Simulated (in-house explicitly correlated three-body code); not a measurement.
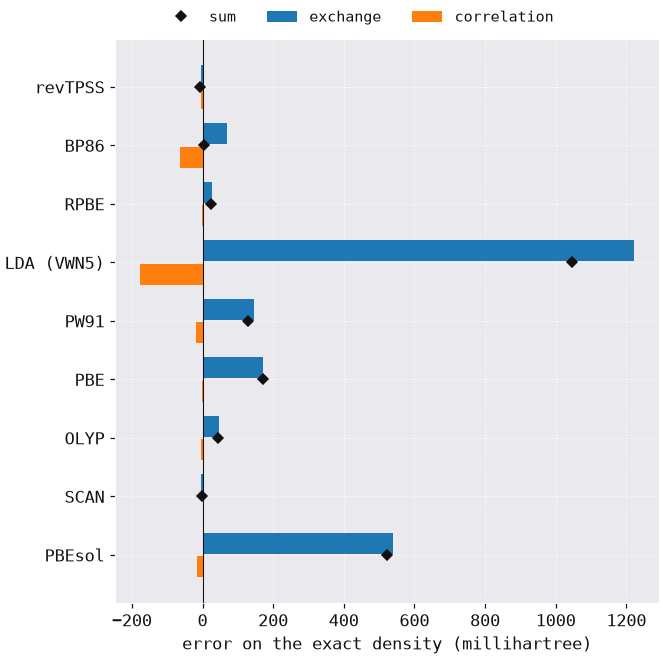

Two electrons around a point charge Z = 14.139. Computed variationally in 260 exponentially correlated functions with an in-house code, non-relativistic, converged to about 10⁻⁸ of the energy. The exact exchange and correlation energies are −8615 and −45.96 millihartree. The plot shows the errors of BP86, LDA (VWN5), OLYP, PBE, PBEsol, PW91, RPBE, SCAN and revTPSS, evaluated on the exact density.

Q: Which functional is best in the sum, and where do errors cancel?

A: By the size of the summed error (millihartree): SCAN −2.6, BP86 +4.4, revTPSS −8.1, RPBE +25, OLYP +43, PW91 +128, PBE +170, PBEsol +523, LDA (VWN5) +1050. Errors of exchange and correlation cancel by a quarter or more for SCAN (−4.0 and +1.4) and BP86 (+68 and −64).
